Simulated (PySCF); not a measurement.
# Ti₃: relaxation and vibrations of the singlet

Aim: relax Ti₃ as a singlet from a equilateral triangle start, check by its vibrations whether the end is a minimum, and collect its spectrum and constants.

Program: PySCF 2.14.0. Level of theory: PBE0, basis Ti def2-TZVP, no relativity, density fitting. These are calculated values, not measurements.

## 1. Starting geometry

3 atoms, charge 0, spin multiplicity 1.

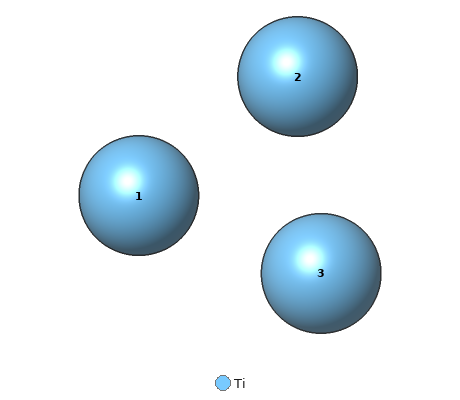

As it starts; titanium blue; atoms are numbered from 1 in the order of the file.

Coordinates in bohr (charge 0 multiplicity 1):
```
Ti    1.4838   -2.5700    0.0000
Ti   -2.9676    0.0000    0.0000
Ti    1.4838    2.5700    0.0000
```

## 2. First SCF at the start

One driver script runs all steps and calls PySCF; scf.py shows how it sets up the SCF of each step. The optimiser is the driver's own. After this first run the driver tries any further starts and a stability analysis.

Input file scf.py:

```python
from pyscf import gto, scf, dft
mol = gto.M(atom='''
Ti     0.785200    -1.360010     0.000000
Ti    -1.570390     0.000000     0.000000
Ti     0.785190     1.360000     0.000000''',
    basis={'Ti': 'def2-TZVP'},
    charge=0, spin=0)
mf = dft.RKS(mol, xc='PBE0')
mf.grids.atom_grid = (50, 194)
aux = {'Ti': 'def2-universal-JKFIT'}
mf = mf.density_fit(auxbasis=aux)
mf.conv_tol = 1e-08
mf.diis_space = 10
mf.max_cycle = 60
mf.init_guess = 'minao'
mf.verbose = 4
mf.kernel()
```

Launch:

```
> OMP_NUM_THREADS=4 python axn.py task.json out
```

Standard output, cut to the lines that bear on the results:

```text
[... the frontier levels of the middle cycles are left out ...]
init E= -2547.42939278465
  HOMO = -0.168975731153927  LUMO = -0.167367329097242  gap/eV = 0.04377
cycle= 1 E= -2547.27223693788  delta_E= 0.157  |g|= 0.684  |ddm|= 2.86
  HOMO = 0.00768909347492776  LUMO = 0.0197053090256474  gap/eV = 0.32698
cycle= 2 E= -2546.1724549683  delta_E=  1.1  |g|=  1.9  |ddm|= 5.36
  HOMO = -0.147497277509739  LUMO = -0.0884312214240755  gap/eV = 1.60727
cycle= 3 E= -2547.39558907735  delta_E= -1.22  |g|= 0.362  |ddm|= 4.76
cycle= 4 E= -2547.39239896118  delta_E= 0.00319  |g|= 0.398  |ddm|= 0.556
cycle= 5 E= -2547.15193209003  delta_E= 0.24  |g|= 1.21  |ddm|= 0.703
cycle= 6 E= -2547.41277855903  delta_E= -0.261  |g|= 0.269  |ddm|= 0.408
cycle= 7 E= -2547.4148904088  delta_E= -0.00211  |g|= 0.243  |ddm|= 0.148
cycle= 8 E= -2547.42720444302  delta_E= -0.0123  |g|= 0.0299  |ddm|= 0.111
cycle= 9 E= -2547.42743003665  delta_E= -0.000226  |g|= 0.00963  |ddm|= 0.0322
cycle= 10 E= -2547.42745449194  delta_E= -2.45e-05  |g|= 0.00753  |ddm|= 0.0168
cycle= 11 E= -2547.42747288118  delta_E= -1.84e-05  |g|= 0.00139  |ddm|= 0.0138
cycle= 12 E= -2547.42747267294  delta_E= 2.08e-07  |g|= 0.00264  |ddm|= 0.00466
cycle= 13 E= -2547.42747432696  delta_E= -1.65e-06  |g|= 0.000431  |ddm|= 0.00218
cycle= 14 E= -2547.42747442846  delta_E= -1.02e-07  |g|= 0.000431  |ddm|= 0.000805
[... 6 cycles left out ...]
Extra cycle  E= -2547.42747240199  delta_E= 1.82e-07  |g|= 0.000951  |ddm|= 0.000493
SCF not converged.
init E= -2547.42939278465
[... 20 cycles left out ...]
SCF not converged.
init E= -2547.42737175177
[... 16 cycles left out ...]
cycle= 17 E= -2547.4274766176  delta_E= -1.37e-07  |g|= 0.00021  |ddm|= 0.000683
cycle= 18 E= -2547.42747654664  delta_E= 7.1e-08  |g|= 0.000354  |ddm|= 0.000294
cycle= 19 E= -2547.42747632933  delta_E= 2.17e-07  |g|= 0.000481  |ddm|= 0.000913
cycle= 20 E= -2547.42747597641  delta_E= 3.53e-07  |g|= 0.000621  |ddm|= 0.00155
cycle= 21 E= -2547.42747554901  delta_E= 4.27e-07  |g|= 0.000692  |ddm|= 0.0021
cycle= 22 E= -2547.42747549948  delta_E= 4.95e-08  |g|= 0.000569  |ddm|= 0.000658
cycle= 23 E= -2547.42747493404  delta_E= 5.65e-07  |g|= 0.000799  |ddm|= 0.00281
cycle= 24 E= -2547.42747464684  delta_E= 2.87e-07  |g|= 0.000792  |ddm|= 0.00188
cycle= 25 E= -2547.42747483162  delta_E= -1.85e-07  |g|= 0.000475  |ddm|= 0.000617
cycle= 26 E= -2547.42747416685  delta_E= 6.65e-07  |g|= 0.000803  |ddm|= 0.00359
cycle= 27 E= -2547.42747328788  delta_E= 8.79e-07  |g|= 0.00126  |ddm|= 0.00504
cycle= 28 E= -2547.42747324482  delta_E= 4.31e-08  |g|= 0.00107  |ddm|= 0.00185
cycle= 29 E= -2547.42747331512  delta_E= -7.03e-08  |g|= 0.00077  |ddm|= 0.000848
cycle= 30 E= -2547.42747304108  delta_E= 2.74e-07  |g|= 0.000857  |ddm|= 0.00241
SCF not converged.
  HOMO = -0.130846081842456  LUMO = -0.0721004344446326  gap/eV = 1.59855
macro= 0  E= -2547.42747259138  delta_E= 4.497e-07  |g|= 0.000310415  2 KF 16 JK
macro= 1  E= -2547.42747259138  delta_E= 1.36424e-12  |g|= 3.71258e-05  1 KF 2 JK
macro X = 2  E=-2547.42747259138  |g|= 3.71258e-05  total 4 KF 21 JK
converged SCF energy = -2547.42747259138
```

This step, with its further starts and checks, needed 74 s of wall time on 4 threads of Intel Xeon Platinum 8259CL at 2.50GHz (Skylake/Cascade Lake), shared host.

The starts that the driver tried:

```csv
start,energy (Eh)
the minimal-basis guess,-2547.427473
a thermally smeared density,-2547.426786
a smeared PBE density,-2547.427473
```

Where DIIS stalls, the driver goes on with a level shift of 0.3 Eh and then with a second-order solver.

This is not the lowest solution: one lies 3.7 kJ/mol lower, at -2547.42889 Eh, and the relaxation starts from that.

## 3. Equilateral triangle start, singlet: relaxation

The program finds D3h symmetry in the start, which this walk keeps. The walk stops when the largest gradient is under 0.0003 Eh/bohr and the energy has settled too.

scf.py: that of step 2 with these lines changed.

```diff
@@ -3,3 +3,3 @@
-Ti     0.785200    -1.360010     0.000000
-Ti    -1.570390     0.000000     0.000000
-Ti     0.785190     1.360000     0.000000''',
+Ti     0.785198    -1.360001     0.000000
+Ti    -1.570394    -0.000001     0.000000
+Ti     0.785196     1.360002     0.000000''',
@@ -15 +14,0 @@
-mf.init_guess = 'minao'
```

Steps of the walk:

```csv
step,energy (Eh),change (kJ/mol),largest symmetric gradient (Eh/bohr)
0,-2547.428894,0.00,0.06209
1,-2547.448677,-51.94,0.06019
2,-2547.471854,-112.79,0.05364
3,-2547.483566,-143.54,0.01104
4,-2547.484255,-145.35,0.00197
5,-2547.484277,-145.41,0.00010
6,-2547.484277,-145.41,0.00000
```

The walk took 32 s.

Geometry (Å) and forces (eV/Å) at some steps:

```
step 0
Ti   0.785  -1.360   0.000  -1.786   2.433  -0.005
Ti  -1.570   0.000   0.000   3.575   0.002   0.000
Ti   0.785   1.360   0.000  -1.789  -2.435   0.005
step 1
Ti   0.757  -1.311   0.000  -1.563   2.653  -0.001
Ti  -1.513   0.000   0.000   3.126   0.000   0.000
Ti   0.757   1.311   0.000  -1.563  -2.654   0.001
step 3
Ti   0.679  -1.176   0.000  -0.285   0.490   0.000
Ti  -1.358   0.000   0.000   0.570   0.000   0.000
Ti   0.679   1.176   0.000  -0.285  -0.490   0.000
step 6
Ti   0.668  -1.156   0.000  -0.001  -0.002   0.000
Ti  -1.335   0.000   0.000   0.002   0.000   0.000
Ti   0.668   1.156   0.000  -0.001   0.002   0.000
```

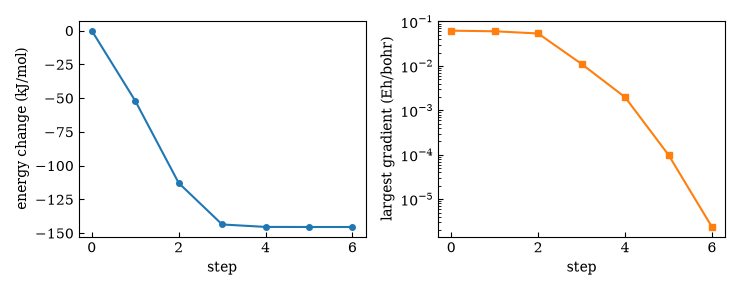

How energy and gradient fall.

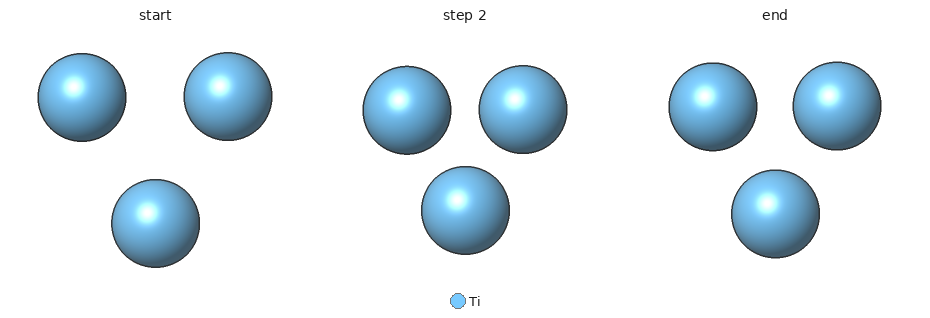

The geometry along the walk, at one scale.

It settles in D3h symmetry, 145.4 kJ/mol below the start, after 6 steps: Ti–Ti 2.313 Å (×3); Ti–Ti–Ti 60.0° (×3).

## 4. Hessian and properties

On the finer grid the gradient is checked again; gradients at displacements of ±0.02 bohr then give force constants and infrared intensities.

scf.py: that of step 3 with these lines changed.

```diff
@@ -3,3 +3,3 @@
-Ti     0.785198    -1.360001     0.000000
-Ti    -1.570394    -0.000001     0.000000
-Ti     0.785196     1.360002     0.000000''',
+Ti     0.667492    -1.156128     0.000000
+Ti    -1.334983    -0.000001     0.000000
+Ti     0.667490     1.156129     0.000000''',
@@ -9 +9 @@
-mf.grids.atom_grid = (50, 194)
+mf.grids.atom_grid = (75, 302)
@@ -12 +12 @@
-mf.conv_tol = 1e-08
+mf.conv_tol = 1e-10
```

The driver hands on the density of the step before, so the log starts near convergence.

Log of the central SCF (cycles and frontier levels):

```text
init E= -2547.48434839802
  HOMO = -0.13261595468945  LUMO = -0.0637471427628414  gap/eV = 1.87402
cycle= 1 E= -2547.4843483978  delta_E= 2.26e-10  |g|= 3.26e-05  |ddm|= 7.66e-05
  HOMO = -0.132606081190703  LUMO = -0.0637418884198  gap/eV = 1.87389
cycle= 2 E= -2547.48434839597  delta_E= 1.83e-09  |g|= 9.09e-05  |ddm|= 0.000208
  HOMO = -0.132613278184963  LUMO = -0.0637456690790814  gap/eV = 1.87398
cycle= 3 E= -2547.48434839796  delta_E= -2e-09  |g|= 2.25e-05  |ddm|= 0.000154
  HOMO = -0.132613328261602  LUMO = -0.063745749878049  gap/eV = 1.87398
cycle= 4 E= -2547.48434839806  delta_E= -1.01e-10  |g|= 4.73e-07  |ddm|= 1.24e-05
  HOMO = -0.132613300541262  LUMO = -0.0637457397524437  gap/eV = 1.87398
cycle= 5 E= -2547.48434839805  delta_E= 1.27e-11  |g|= 2.8e-07  |ddm|= 5.62e-07
  HOMO = -0.13261322004973  LUMO = -0.0637457001015543  gap/eV = 1.87398
Extra cycle  E= -2547.48434839806  delta_E= -9.09e-12  |g|= 5.99e-07  |ddm|= 1.29e-06
converged SCF energy = -2547.48434839806
```

The whole step took 47 s.

Geometry: D3h; Ti–Ti 2.312 Å (×3); Ti–Ti–Ti 60.0° (×3).

Modes, for the most abundant isotopes:

| symmetry | ω (cm⁻¹) | IR (km/mol) |
| --- | --- | --- |
| e' | 290 | 0.9 |
| a1' | 389 | 0.0 |

Every mode is real; the point is a minimum.

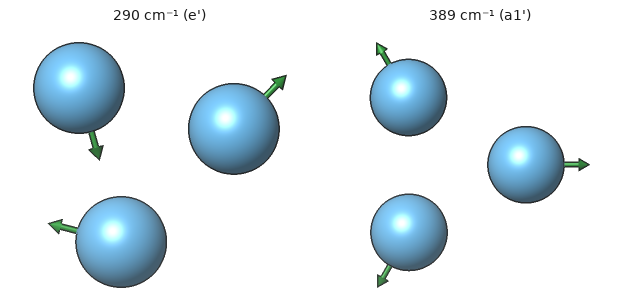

How the atoms move in 2 of the modes.

Constants and moments:

```yaml
Dipole_moment: 0.00 D
Highest_occupied_level: -3.61 eV
Lowest_empty_level: -1.73 eV
Rotational_constants: 0.1315, 0.1315, 0.06576 cm⁻¹
Zero-point_energy: 5.8 kJ/mol
Principal_polarisabilities: 120.5, 223.1, 223.1 bohr³
Atomisation_energy_without_zero-point_energy: 143 kJ/mol
Principal_traceless_quadrupole_moments_about_the_centre_of_mass: -7.48, 3.74, 3.74 D Å
Entropy_at_298.15_K_and_1_bar: 284.4 J/(mol K)
Heat_capacity_Cp_at_298.15_K: 53.7 J/(mol K)
Enthalpy_at_298.15_K_above_0_K: 13.03 kJ/mol
Rotational_symmetry_number: 6
```

Populations by atom (charges in e):

```tsv
atom	Mulliken	Löwdin	polar tensor	Mayer order to Ti1
Ti1	0.00	0.00	0.00	–
Ti2,3	0.00	0.00	0.00	2.30
```

Mulliken populations on Ti1: s 6.98, p 12.20, d 2.81, f 0.01.

## 5. Would spin polarisation lower it?

At the lowest minimum the closed shell is tested against spin polarisation, on the (50, 194) grid. It is unstable: an open-shell solution lies lower. That solution was not followed to a minimum here.

## 6. What came out

| quantity | value |
| --- | --- |
| minimum | singlet, D3h (closed shell, unstable towards spin polarisation) |
| geometry | Ti–Ti 2.312 Å (×3); Ti–Ti–Ti 60.0° (×3) |
| wavenumbers (cm⁻¹) | 290 (e'), 389 (a1') |
| dipole moment | 0.00 D |
| highest occupied, lowest empty level | -3.61, -1.73 eV |
| polar-tensor charge of Ti1 | -0.00 e |
| zero-point energy | 5.8 kJ/mol |

In words: The molecule stays D3h, as typed, and the end point is a minimum. The first SCF alone would have been 4 kJ/mol too high. Other starts or spin states, not run here, may lie lower. The closed shell proved unstable towards spin polarisation, so a lower open-shell solution exists.

The search up to here needed 2.7 min of wall time on 4 threads of Intel Xeon Platinum 8259CL at 2.50GHz (Skylake/Cascade Lake), shared host.
